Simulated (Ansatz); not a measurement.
The starting structures come from a database of crystals and need not be the phases stable at ambient conditions.

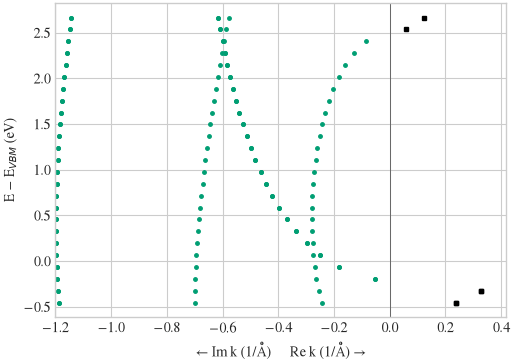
Fig. 1. Complex bands at the centre of the two-dimensional zone; r2SCAN (Ansatz, a program for electronic structure)

No gap correction and no spin-orbit coupling; mid-gap values are interpolated between computed energies.

**Question.** This is LuAgO$_{2}$ (R-3m, not sure to be the ambient phase, 4 atoms a cell, 15.3 Å³ an atom, 3 GPa at this level) along the normal of (001). Read off the slowest decay at the centre of the two-dimensional zone at 1.24 eV, the computed energy nearest the middle of the gap.

**Answer.** κ ≈ 0.26 1/Å, a decay length 1/(2κ) of the density of 1.9 Å.
